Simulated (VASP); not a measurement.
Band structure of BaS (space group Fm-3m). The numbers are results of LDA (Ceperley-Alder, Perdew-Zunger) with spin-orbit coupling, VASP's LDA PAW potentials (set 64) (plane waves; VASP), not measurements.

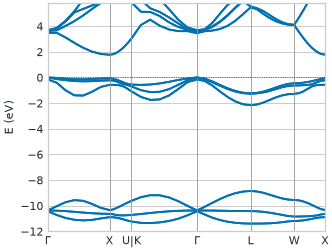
Bands along high-symmetry lines, zero at the valence-band maximum or, without a gap, the Fermi level

Problem. Read the plot: is there a gap, and where are the band edges?

Solution. The gap is indirect, 1.77 eV, from the valence maximum at Γ to the conduction minimum at X.

The structure comes from a computed database's BaS entry (Fm-3m); how it stands against other phases isn't given here. It was relaxed first, which changed the volume by -7 %.
